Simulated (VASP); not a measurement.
# Gd (Gadolinium): structure and properties in VASP, part 11 of 11

Aim: relax Gd (Gadolinium), then compute properties on the relaxed cell. The start is a cell from a database of measured crystal structures.

VASP 6.6.1, plane waves and PAW; the level of theory is named at each step.

Still holding for the runs below: The magnetic order is the lowest of the few collinear ones that converged above; longer or canted patterns were not tried.

So far, moment of the cell, from the last line of the log (μB): step 2 (magnetic order: ferromagnetic) 15.7; step 8 (relaxing cell and atoms (PBEsol + U)) 15.6; step 12 (total and projected DOS (PBEsol + U)) 15.5. The relaxed cell has a = 3.581, c = 5.696 Å (conventional setting).

## Step 13: Zone-centre phonons (PBEsol + U)

Level of this step: PBEsol, DFT+U (Gd f 5 eV), spin-polarised from a ferromagnetic start; plane waves and PAW (Gd) (VASP).

Zone-centre modes test whether the atoms sit at a minimum within this cell. IBRION = 6 takes the force constants from differences of forces between displaced cells, so the forces must be tight.

Contents of INCAR:

```
SYSTEM = Gd
PREC = Accurate
ENCUT = 450
EDIFF = 1E-08
NELM = 150
ISMEAR = 1
SIGMA = 0.2
LREAL = .FALSE.
ALGO = Normal
GGA = PS
NBANDS = 34
ISPIN = 2
MAGMOM = 7.13 7.13
LDAU = .TRUE.
LDAUTYPE = 2
LDAUL = 3
LDAUU = 5
LDAUJ = 0
LDAUPRINT = 1
LASPH = .TRUE.
LMAXMIX = 6
AMIX = 0.2
BMIX = 1E-04
AMIX_MAG = 0.8
BMIX_MAG = 1E-04
LORBIT = 11
LWAVE = .FALSE.
LCHARG = .FALSE.
KPAR = 4
IBRION = 6
NFREE = 2
POTIM = 0.015
ISIF = 2
NSW = 1
```

Contents of POSCAR:

```
Gd
1.0
    3.5811254439      0.0000000000      0.0000000000
   -1.7905627220      3.1013456086      0.0000000000
    0.0000000000      0.0000000000      5.6956788021
Gd
2
Direct
    0.3333333333      0.6666666667      0.2500000000
    0.6666666667      0.3333333333      0.7500000000
```

Contents of KPOINTS:

```
Automatic mesh
0
Gamma
12 12 7
0 0 0
```

Potentials, in the order of the species: Gd (PBE family, release 64).

Run with:

```bash
$ mpirun -np 4 vasp_std
```

The log of the run:

```text
[... set-up lines as in an earlier step ...]
 entering main loop
       N       E                     dE             d eps       ncg     rms          rms(c)
DAV:   1     0.250641445473E+03    0.25064E+03   -0.10819E+04 15112   0.470E+03
DAV:   2     0.391745852152E+02   -0.21147E+03   -0.18396E+03 14690   0.440E+02
DAV:   3    -0.556148897548E+01   -0.44736E+02   -0.43338E+02 16822   0.144E+02
DAV:   4    -0.128022745973E+02   -0.72408E+01   -0.71808E+01 20010   0.481E+01
DAV:   5    -0.135816029220E+02   -0.77933E+00   -0.77677E+00 19880   0.163E+01    0.558E+01
DAV:   6    -0.226931624296E+02   -0.91116E+01   -0.86568E+00 16720   0.900E+01    0.378E+01
DAV:   7    -0.234864377752E+02   -0.79328E+00   -0.19102E+00 18500   0.177E+01    0.456E+01
DAV:   8    -0.235077679093E+02   -0.21330E-01   -0.22992E-01 17042   0.248E+00    0.558E+01
DAV:   9    -0.235223697139E+02   -0.14602E-01   -0.57031E-02 16696   0.235E+00    0.339E+01
DAV:  10    -0.235343813183E+02   -0.12012E-01   -0.62077E-02 16582   0.168E+00    0.352E+00
DAV:  11    -0.235339969659E+02    0.38435E-03   -0.64484E-03 17904   0.724E-01    0.203E+00
DAV:  12    -0.235333145028E+02    0.68246E-03   -0.17240E-03 16720   0.461E-01    0.156E+00
DAV:  13    -0.235329616109E+02    0.35289E-03   -0.16590E-03 18956   0.309E-01    0.768E-01
DAV:  14    -0.235329703501E+02   -0.87392E-05   -0.25965E-04 19064   0.101E-01    0.254E-01
DAV:  15    -0.235329551116E+02    0.15238E-04   -0.75578E-05 14870   0.127E-01    0.119E-01
DAV:  16    -0.235329547805E+02    0.33114E-06   -0.10653E-05 19450   0.187E-02    0.106E-01
DAV:  17    -0.235329545420E+02    0.23853E-06   -0.82118E-07 19344   0.578E-03    0.417E-02
DAV:  18    -0.235329544987E+02    0.43274E-07   -0.13391E-07 17842   0.376E-03    0.146E-02
DAV:  19    -0.235329546709E+02   -0.17223E-06   -0.19738E-07 16218   0.544E-03    0.103E-02
DAV:  20    -0.235329546767E+02   -0.57635E-08   -0.13779E-08  9586   0.127E-03
   1 F= -.23532955E+02 E0= -.23534118E+02  d E =0.348886E-02  mag=    15.5193
 Found     2 degrees of freedom:
 Finite differences POTIM= 0.01500 DOF=   2
 bond charge predicted
       N       E                     dE             d eps       ncg     rms          rms(c)
DAV:   1    -0.234909836297E+02    0.41971E-01   -0.96362E-01 52482   0.839E+00    0.222E+00
DAV:   2    -0.235303451655E+02   -0.39362E-01   -0.60217E-02 68824   0.237E+00    0.541E-01
DAV:   3    -0.235326611402E+02   -0.23160E-02   -0.75094E-03 69112   0.603E-01    0.250E-01
DAV:   4    -0.235328407215E+02   -0.17958E-03   -0.18278E-03 75836   0.216E-01    0.226E-01
DAV:   5    -0.235328441777E+02   -0.34563E-05   -0.75922E-05 73652   0.573E-02    0.147E-01
DAV:   6    -0.235328352892E+02    0.88886E-05   -0.19554E-05 77024   0.428E-02    0.851E-02
DAV:   7    -0.235328233803E+02    0.11909E-04   -0.19050E-05 70390   0.484E-02    0.369E-02
DAV:   8    -0.235328218400E+02    0.15403E-05   -0.20435E-05 76204   0.315E-02    0.116E-02
DAV:   9    -0.235328220050E+02   -0.16496E-06   -0.44364E-06 76156   0.122E-02    0.127E-02
DAV:  10    -0.235328219813E+02    0.23735E-07   -0.55437E-07 75138   0.559E-03    0.929E-03
DAV:  11    -0.235328219693E+02    0.11963E-07   -0.15935E-07 60804   0.326E-03    0.364E-03
DAV:  12    -0.235328219693E+02    0.63665E-11   -0.77799E-08 51984   0.253E-03
   2 F= -.23532822E+02 E0= -.23533979E+02  d E =0.347154E-02  mag=    15.5192
[...]
3 F= -.23532822E+02 E0= -.23533979E+02  d E =0.347153E-02  mag=    15.5192
[...]
4 F= -.23532608E+02 E0= -.23533759E+02  d E =0.345335E-02  mag=    15.5193
 Finite differences progress:
  Degree of freedom:   2/  2
  Displacement:        1/  2
  Total:               3/  4
 bond charge predicted
       N       E                     dE             d eps       ncg     rms          rms(c)
DAV:   1    -0.233663151959E+02    0.16629E+00   -0.32695E+00 20926   0.176E+01    0.515E+00
DAV:   2    -0.235224477457E+02   -0.15613E+00   -0.24553E-01 26738   0.502E+00    0.119E+00
DAV:   3    -0.235319991693E+02   -0.95514E-02   -0.32691E-02 26516   0.125E+00    0.993E-01
DAV:   4    -0.235325969211E+02   -0.59775E-03   -0.63905E-03 29016   0.428E-01    0.852E-01
DAV:   5    -0.235326741633E+02   -0.77242E-04   -0.31465E-04 27674   0.120E-01    0.602E-01
DAV:   6    -0.235326584580E+02    0.15705E-04   -0.12487E-04 29062   0.113E-01    0.294E-01
DAV:   7    -0.235326212976E+02    0.37160E-04   -0.10109E-04 28122   0.110E-01    0.132E-01
DAV:   8    -0.235326060368E+02    0.15261E-04   -0.11073E-04 28906   0.953E-02    0.758E-02
DAV:   9    -0.235326083035E+02   -0.22667E-05   -0.45389E-05 29350   0.432E-02    0.568E-02
DAV:  10    -0.235326087235E+02   -0.42004E-06   -0.60260E-06 29446   0.155E-02    0.402E-02
DAV:  11    -0.235326083720E+02    0.35151E-06   -0.10513E-06 28542   0.713E-03    0.105E-02
DAV:  12    -0.235326082667E+02    0.10538E-06   -0.41386E-07 26494   0.363E-03    0.863E-03
DAV:  13    -0.235326082892E+02   -0.22548E-07   -0.10168E-07 19434   0.210E-03    0.495E-03
DAV:  14    -0.235326082917E+02   -0.24529E-08   -0.14048E-08 10600   0.172E-03
   5 F= -.23532608E+02 E0= -.23533759E+02  d E =0.345334E-02  mag=    15.5193
 Finite differences progress:
  Degree of freedom:   2/  2
  Displacement:        2/  2
  Total:               4/  4
```

The job ended after 15 min (4 MPI ranks of Intel Xeon Platinum 8259CL at 2.50GHz (Skylake/Cascade Lake), shared host; peak memory 4.9 GiB).

OUTCAR, selected parts (step 13):

```text
   k-points           NKPTS =     76   k-points in BZ     NKDIM =     76   number of bands    NBANDS=     34

   NELECT =      36.0000    total number of electrons

atom =   1  type =  1  l = 3

 onsite density matrix

spin component  1

  0.9902 -0.0000  0.0000 -0.0000  0.0000 -0.0000 -0.0000
 -0.0000  0.9894 -0.0000  0.0000 -0.0000  0.0000 -0.0000
  0.0000 -0.0000  0.9890 -0.0000 -0.0000 -0.0000 -0.0000
 -0.0000  0.0000 -0.0000  0.9901 -0.0000  0.0000  0.0000
  0.0000 -0.0000 -0.0000 -0.0000  0.9890  0.0000  0.0000
 -0.0000  0.0000 -0.0000  0.0000  0.0000  0.9894  0.0000
 -0.0000 -0.0000 -0.0000  0.0000  0.0000  0.0000  0.9889

spin component  2

  0.0010  0.0000  0.0000  0.0000  0.0000  0.0000 -0.0000
  0.0000  0.0014 -0.0000  0.0000 -0.0000  0.0000 -0.0000
  0.0000 -0.0000  0.0008 -0.0000 -0.0000 -0.0000  0.0000
  0.0000  0.0000 -0.0000  0.0007 -0.0000  0.0000 -0.0000
  0.0000 -0.0000 -0.0000 -0.0000  0.0008  0.0000  0.0000
  0.0000  0.0000 -0.0000  0.0000  0.0000  0.0014  0.0000
 -0.0000 -0.0000  0.0000 -0.0000  0.0000  0.0000  0.0006

 occupancies and eigenvectors

  o =  0.0006  v =  0.0000  0.0000  0.0000  0.0000  0.0000  0.0000  0.0000 -0.0000  0.0000  0.0000 -0.0000  0.0000  0.0000 -1.0000      0.0000  0.0000  0.0000  0.0000  0.0000  0.0000  0.0000  0.0000  0.0000  0.0000  0.0000  0.0000  0.0000  0.0000
  o =  0.0007  v =  0.0000  0.0000  0.0000  0.0000  0.0000  0.0000  0.0000 -0.0405 -0.0000  0.0000  0.9992 -0.0000 -0.0000  0.0000      0.0000  0.0000  0.0000  0.0000  0.0000  0.0000  0.0000  0.0000  0.0000  0.0000  0.0000  0.0000  0.0000  0.0000
  o =  0.0008  v =  0.0000  0.0000  0.0000  0.0000  0.0000  0.0000  0.0000  0.0000 -0.0144 -0.6689 -0.0000 -0.7431 -0.0130 -0.0000      0.0000  0.0000  0.0000  0.0000  0.0000  0.0000  0.0000  0.0000  0.0000  0.0000  0.0000  0.0000  0.0000  0.0000
  o =  0.0008  v =  0.0000  0.0000  0.0000  0.0000  0.0000  0.0000  0.0000 -0.0000 -0.0130  0.7431 -0.0000 -0.6689  0.0144  0.0000      0.0000  0.0000  0.0000  0.0000  0.0000  0.0000  0.0000  0.0000  0.0000  0.0000  0.0000  0.0000  0.0000  0.0000
  o =  0.0010  v =  0.0000  0.0000  0.0000  0.0000  0.0000  0.0000  0.0000 -0.9992  0.0000 -0.0000 -0.0405 -0.0000  0.0000  0.0000      0.0000  0.0000  0.0000  0.0000  0.0000  0.0000  0.0000  0.0000  0.0000  0.0000  0.0000  0.0000  0.0000  0.0000
  o =  0.0014  v =  0.0000  0.0000  0.0000  0.0000  0.0000  0.0000  0.0000 -0.0000 -0.7116 -0.0136 -0.0000  0.0138  0.7023 -0.0000      0.0000  0.0000  0.0000  0.0000  0.0000  0.0000  0.0000  0.0000  0.0000  0.0000  0.0000  0.0000  0.0000  0.0000
  o =  0.0014  v =  0.0000  0.0000  0.0000  0.0000  0.0000  0.0000  0.0000  0.0000  0.7023 -0.0138  0.0000 -0.0136  0.7116 -0.0000      0.0000  0.0000  0.0000  0.0000  0.0000  0.0000  0.0000  0.0000  0.0000  0.0000  0.0000  0.0000  0.0000  0.0000
  o =  0.9889  v = -0.0000  0.0000 -0.0000 -0.0000  0.0000 -0.0000 -1.0000  0.0000  0.0000  0.0000  0.0000  0.0000  0.0000  0.0000      0.0000  0.0000  0.0000  0.0000  0.0000  0.0000  0.0000  0.0000  0.0000  0.0000  0.0000  0.0000  0.0000  0.0000
  o =  0.9890  v = -0.0000  0.0174  0.4143 -0.0000  0.9099  0.0079  0.0000  0.0000  0.0000  0.0000  0.0000  0.0000  0.0000  0.0000      0.0000  0.0000  0.0000  0.0000  0.0000  0.0000  0.0000  0.0000  0.0000  0.0000  0.0000  0.0000  0.0000  0.0000
  o =  0.9890  v =  0.0000  0.0079 -0.9099  0.0000  0.4143 -0.0174  0.0000  0.0000  0.0000  0.0000  0.0000  0.0000  0.0000  0.0000      0.0000  0.0000  0.0000  0.0000  0.0000  0.0000  0.0000  0.0000  0.0000  0.0000  0.0000  0.0000  0.0000  0.0000
  o =  0.9894  v =  0.0000  0.7352  0.0130 -0.0000 -0.0141 -0.6776 -0.0000  0.0000  0.0000  0.0000  0.0000  0.0000  0.0000  0.0000      0.0000  0.0000  0.0000  0.0000  0.0000  0.0000  0.0000  0.0000  0.0000  0.0000  0.0000  0.0000  0.0000  0.0000
[...]
...
     20      -4.2773      1.00000
     21      -4.2525      1.00000
     22      -4.2473      1.00000
     23      -2.1309      1.00000
     24       0.4389      1.00000
     25       4.2330     -0.00000
     26       4.3292     -0.00000
     27       4.3292     -0.00000
     28       4.5158     -0.00000
     29       4.9889     -0.00000
    ...

 k-point     2 :       0.0833   -0.0000    0.0000
  band No.  band energies     occupation
    ...
     20      -4.2788      1.00000
     21      -4.2579      1.00000
     22      -4.2527      1.00000
     23      -1.9589      1.00000
     24       0.6065      1.00000
     25       3.9214     -0.00000
     26       3.9830     -0.00000
     27       4.4982     -0.00000
     28       4.7710     -0.00000
     29       4.8604     -0.00000
    ...

  Total       -0.0351086     -0.0351086      0.0951681      0.0000000     -0.0000000      0.0000000
  in kB       -0.8892199     -0.8892199      2.4103860      0.0000000     -0.0000000      0.0000000
  external PRESSURE =       0.2106487 kB  Pullay stress =       0.0000000 kB

 POSITION                                       TOTAL-FORCE (eV/Angst)
 -----------------------------------------------------------------------------------
     -0.00000      2.06756      1.40892        -0.000000      0.000000      0.047338
      1.79056      1.03378      4.27176         0.000000      0.000000     -0.047338
 -----------------------------------------------------------------------------------
    total drift:                               -0.000000      0.000000     -0.001267

  FREE ENERGIE OF THE ION-ELECTRON SYSTEM (eV)
  ---------------------------------------------------
  free  energy   TOTEN  =       -23.5326082917 eV

  energy  without entropy=      -23.5360616342  energy(sigma->0) =      -23.53375941

 Eigenvectors and eigenvalues of the dynamical matrix
 ----------------------------------------------------

   1 f  =    3.131911 THz    19.678379 2PiTHz  104.469316 cm-1    12.952539 meV
             X         Y         Z           dx          dy          dz
     -0.000000  2.067564  1.423920     0.000000    0.000000    0.707107
      1.790563  1.033782  4.271759     0.000000    0.000000   -0.707107

   2 f  =    1.919279 THz    12.059183 2PiTHz   64.020243 cm-1     7.937495 meV
             X         Y         Z           dx          dy          dz
     -0.000000  2.067564  1.423920     0.292089   -0.643959    0.000000
      1.790563  1.033782  4.271759    -0.292089    0.643959    0.000000

   3 f  =    1.919279 THz    12.059183 2PiTHz   64.020243 cm-1     7.937495 meV
             X         Y         Z           dx          dy          dz
     -0.000000  2.067564  1.423920     0.643959    0.292089   -0.000000
      1.790563  1.033782  4.271759    -0.643959   -0.292089    0.000000

   4 f  =    0.000000 THz     0.000000 2PiTHz    0.000001 cm-1     0.000000 meV
             X         Y         Z           dx          dy          dz
     -0.000000  2.067564  1.423920     0.225576    0.670161   -0.000000
      1.790563  1.033782  4.271759     0.225576    0.670161    0.000000

   5 f  =    0.000000 THz     0.000000 2PiTHz    0.000001 cm-1     0.000000 meV
             X         Y         Z           dx          dy          dz
     -0.000000  2.067564  1.423920    -0.670161    0.225576   -0.000000
      1.790563  1.033782  4.271759    -0.670161    0.225576    0.000000

   6 f  =    0.000000 THz     0.000000 2PiTHz    0.000000 cm-1     0.000000 meV
             X         Y         Z           dx          dy          dz
     -0.000000  2.067564  1.423920     0.000000    0.000000    0.707107
      1.790563  1.033782  4.271759     0.000000    0.000000    0.707107

 ELASTIC MODULI CONTR FROM IONIC RELAXATION (kBar)
 Direction    XX          YY          ZZ          XY          YZ          ZX
 --------------------------------------------------------------------------------
 XX         -44.0096     44.0096     -0.0000      0.0000      0.0000      0.0000
 YY          44.0096    -44.0096      0.0000      0.0000     -0.0000      0.0000
 ZZ          -0.0000      0.0000     -0.0000      0.0000      0.0000      0.0000
 XY           0.0000      0.0000      0.0000    -44.0096      0.0000      0.0000
 YZ           0.0000     -0.0000      0.0000      0.0000     -0.0000      0.0000
 ZX           0.0000      0.0000      0.0000      0.0000      0.0000      0.0000
 --------------------------------------------------------------------------------

 magnetization (x)
# of ion       s       p       d       f       tot
--------------------------------------------------
    1        0.005  -0.044   0.241   6.914   7.116
    2        0.005  -0.044   0.241   6.914   7.116
--------------------------------------------------
tot          0.010  -0.088   0.482  13.828  14.232

[... 7 parts as in an earlier step ...]

[... 14 further parts left out ...]
[key lines of the parts left out:]
E-fermi :   3.1050
```

CONTCAR:

```
Gd
   1.00000000000000
     3.5811254439000000    0.0000000000000000    0.0000000000000000
    -1.7905627220000000    3.1013456086000000    0.0000000000000000
     0.0000000000000000    0.0000000000000000    5.6956788020999998
  Gd
     2
Direct
     0.3333333332999970    0.6666666667000027    0.2473664245261742
     0.6666666667000030    0.3333333332999970    0.7500000000000000
```

The last energy, forces, stress and levels in OUTCAR belong to the last displaced cell, not to the cell of POSCAR. DFT+U on an f shell has many metastable occupations, and no search among them was made.

This step gave:

* bands: 34
* irreducible k-points: 76
* pressure of the cell: 0.01077 GPa
* largest force of the cell: 0 eV/Å

Modes at Γ:

```tsv
mode	frequency (cm⁻¹)	symmetry
1	0.0	acoustic
2	0.0	acoustic
3	0.0	acoustic
4	64.0	E2g
5	64.0	E2g
6	104.5	Bg
```

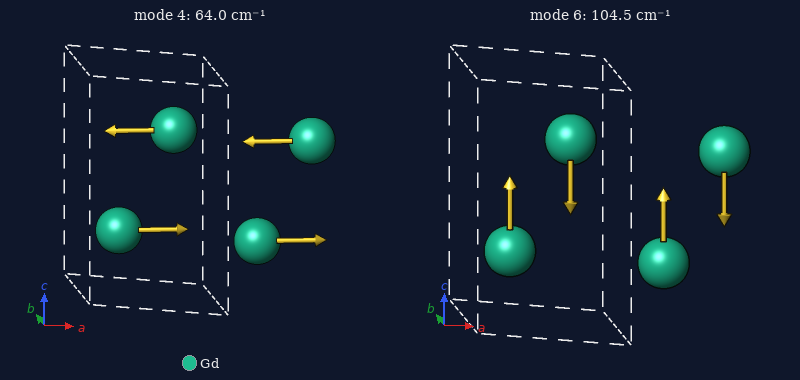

Displacement patterns of modes 4 and 6 at Γ; arrows are exaggerated. 2×1×1 cells are drawn.

The three acoustic modes come out at zero, and all others are real. By the characters of their eigenvectors the optical modes sort into (cm⁻¹) Raman active: E2g 64; silent: Bg 104. B labels carry no number here, since it depends on the setting of the axes. With a centre of inversion no mode is active in both.

## Step 14: Self-consistent run (PBEsol + U), changed input

This run is made with a changed input; what comes of it follows.

INCAR: that of step 13 with these lines changed.

```diff
@@ -3,4 +3,4 @@
 ENCUT = 450
-EDIFF = 1E-08
-NELM = 150
+EDIFF = 1E-06
+NELM = 60
 ISMEAR = 1
@@ -21,3 +21,3 @@
 LMAXMIX = 6
-AMIX = 0.2
+AMIX = 1.5
 BMIX = 1E-04
@@ -29,6 +29,3 @@
 KPAR = 4
-IBRION = 6
-NFREE = 2
-POTIM = 0.015
 ISIF = 2
-NSW = 1
+IMIX = 1
```

POSCAR is that of step 13.

Contents of KPOINTS:

```
Automatic mesh
0
Gamma
7 7 4
0 0 0
```

Run with:

```bash
$ mpirun -np 4 vasp_std
```

The log of the run:

```text
[... set-up lines as in an earlier step ...]
 entering main loop
       N       E                     dE             d eps       ncg     rms          rms(c)
DAV:   1     0.256486944542E+03    0.25649E+03   -0.10734E+04  4744   0.468E+03
DAV:   2     0.420266485637E+02   -0.21446E+03   -0.18546E+03  4644   0.440E+02
DAV:   3    -0.518182436029E+01   -0.47208E+02   -0.45641E+02  5322   0.148E+02
DAV:   4    -0.127811922217E+02   -0.75994E+01   -0.75368E+01  6316   0.487E+01
DAV:   5    -0.135743234462E+02   -0.79313E+00   -0.79051E+00  6266   0.167E+01    0.553E+01
DAV:   6    -0.819468395251E+02   -0.68373E+02   -0.28494E+02  3772   0.404E+02    0.538E+02
DAV:   7    -0.190082337868E+04   -0.18189E+04   -0.17153E+04  4224   0.834E+02    0.136E+03
DAV:   8    -0.875489959861E+04   -0.68541E+04   -0.92385E+04  4968   0.213E+03    0.292E+03
 -----------------------------------------------------------------------------
|                                                                             |
|     EEEEEEE  RRRRRR   RRRRRR   OOOOOOO  RRRRRR      ###     ###     ###     |
|     E        R     R  R     R  O     O  R     R     ###     ###     ###     |
|     E        R     R  R     R  O     O  R     R     ###     ###     ###     |
|     EEEEE    RRRRRR   RRRRRR   O     O  RRRRRR       #       #       #      |
|     E        R   R    R   R    O     O  R   R                               |
|     E        R    R   R    R   O     O  R    R      ###     ###     ###     |
|     EEEEEEE  R     R  R     R  OOOOOOO  R     R     ###     ###     ###     |
|                                                                             |
|     ERROR FEXCF: supplied exchange-correlation table                        |
|      is too small, maximal index : 3975                                     |
|                                                                             |
|       ---->  I REFUSE TO CONTINUE WITH THIS SICK JOB ... BYE!!! <----       |
|                                                                             |
 -----------------------------------------------------------------------------

1
1
1
1
```

Run time: 19 s. Hardware: 4 MPI ranks.

The run ended with an error.

VASP's message: “ERROR FEXCF: supplied exchange-correlation table is too small, maximal index : 3975”. No number of this run is used.

The fault in the input: mixing far too strong (IMIX = 1, AMIX = 1.5 and BMIX = 0.0001). Lower AMIX to 0.4 or under and return to the default mixer.

## Step 15: What came out

| Item | Value |
| --- | --- |
| relaxed volume | 31.63 Å³/atom |
| relaxed conventional cell a, b, c | 3.581, 3.581, 5.696 Å; angles 90.0, 90.0, 120.0° |
| space group after relaxing, within 0.02 Å | P6_3/mmc (No. 194) |
| moment of the cell (11×11×6 mesh) | 15.5 μB |
| largest site moment (11×11×6 mesh) | 7.12 μB on Gd1 |
| band gap | none, a metal |
| DOS at the Fermi level | 1.50 states/eV/cell |
| highest zone-centre mode | 104 cm⁻¹ |

**Reading.** With PBEsol + U, Gd (Gadolinium) relaxes to 31.63 Å³/atom in space group P6_3/mmc, comes out as a metal and keeps moments of up to 7.12 μB (11×11×6 mesh). Against the listed cell the volume lies -4.5 % (a -1.5 %, c -1.5 %). Band structure (PBEsol + U), spin up: Of the bands kept, 2 cross the Fermi level on this path. Band structure (PBEsol + U), spin down: Of the bands kept, 2 cross the Fermi level on this path. Zone-centre phonons (PBEsol + U): The highest mode in this list at Γ lies at 104.5 cm⁻¹. Spin-orbit coupling is left out, and with elements this heavy it would split and shift bands near the Fermi level. The k-sampling is coarse for a metal, so the Fermi level, moments, pressures and the shape of the cell carry errors. Only a few collinear orders were tried, on the cell as listed. Modes at Γ alone can't show that the crystal is stable at other wave vectors. No search among competing phases was made. All values are for a static lattice at zero temperature.

[Lines on the potential files, build, host, timing and source positions are cut from VASP's logs without a mark.]

[Logs are printed without paths, hosts, clocks, repeated set-up lines and the standing remarks that a program may print on its own settings, such as how far it seeks lower states.]

[Hosts, paths, dates, database ids (printed as entryN), source tags and the programs' standing remarks are cut or masked in the printed files.]

[A measured line is paired with the nearest computed mode of its activity, which favours agreement.]
